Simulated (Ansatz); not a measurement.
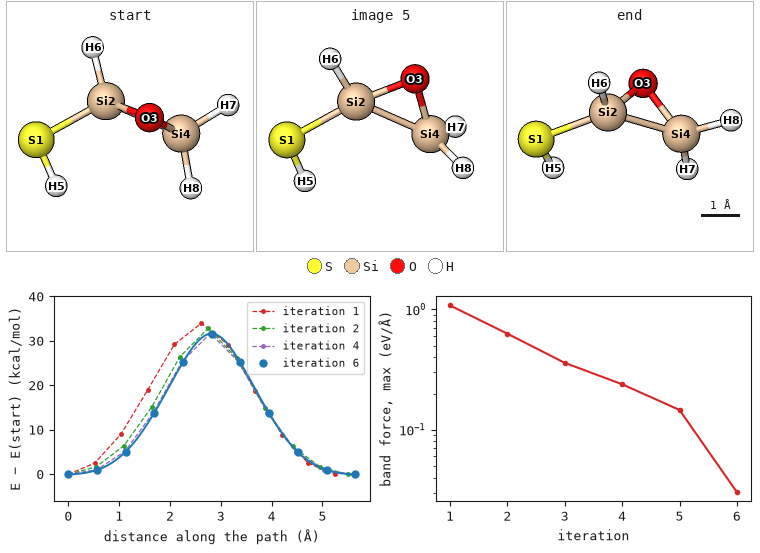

NEB run on Si₂H₄SO. Images are numbered from 0 (start) to 10 (end). The plot follows the band through its iterations. The picture is a ball-and-stick view, seen face on.

The calculation used RKS CAM-B3LYP-D4/def2-SVP (Ansatz).

Input
```yaml
crystal:
  periodic: [false, false, false]
  atoms:
    - { symbol: S, position_ang: [-2.100346, 1.381147, -0.024425] }
    - { symbol: Si, position_ang: [-0.028698, 0.933077, 0.12966] }
    - { symbol: O, position_ang: [0.432888, -0.312006, 1.194028] }
    - { symbol: Si, position_ang: [0.966256, -0.99093, -0.29309] }
    - { symbol: H, position_ang: [-2.477161, 0.130244, -0.36157] }
    - { symbol: H, position_ang: [0.629742, 2.236299, 0.375607] }
    - { symbol: H, position_ang: [2.431562, -1.212318, -0.383281] }
    - { symbol: H, position_ang: [0.237858, -2.222613, -0.692829] }
basis:
  gaussian: { orbitals: def2-SVP }
hamiltonian:
  xc: cam_b3lyp
  dispersion: d4
neb:
  order_check: false
  images: 9
  f_tol: 0.05
  max_iterations: 6
  initial_path: idpp
  final_atoms:
    - { symbol: S, position_ang: [-2.11032535, 1.36595296, 0.02117701] }
    - { symbol: Si, position_ang: [-0.09791714, 0.82581102, 0.43893915] }
    - { symbol: O, position_ang: [0.89209976, 0.40589426, -0.87846495] }
    - { symbol: Si, position_ang: [0.90512378, -1.08548227, -0.0200998] }
    - { symbol: H, position_ang: [-2.41364234, 0.22391176, -0.63001554] }
    - { symbol: H, position_ang: [0.42530118, 1.91812486, 1.29061456] }
    - { symbol: H, position_ang: [0.24758154, -2.2047855, -0.74249152] }
    - { symbol: H, position_ang: [2.24387957, -1.5065271, 0.46444109] }
```

Run as
```bash
ansatz run input.yaml --threads 2 --pin off --max-ram 3072MiB --backend cpu --events-out ev --progress --plain --runs-dir out
```

**Did the band converge, and can the barrier be trusted?**

The run is converged, with reservations. The band converged in 6 iterations. The largest component of the band force went from 1.1 to 0.03 eV/Å. The climbing image converged on the top of the path. Its curvatures weren't checked. The iteration limit was low. The first iteration put the highest image at 34.0 kcal/mol. The two ends have the same energy, and the highest point, image 5, lies 31.7 kcal/mol above the start.

Cost: 110 s on 2 threads of Arm Neoverse V2, on a shared host, peak memory 0.22 GiB.
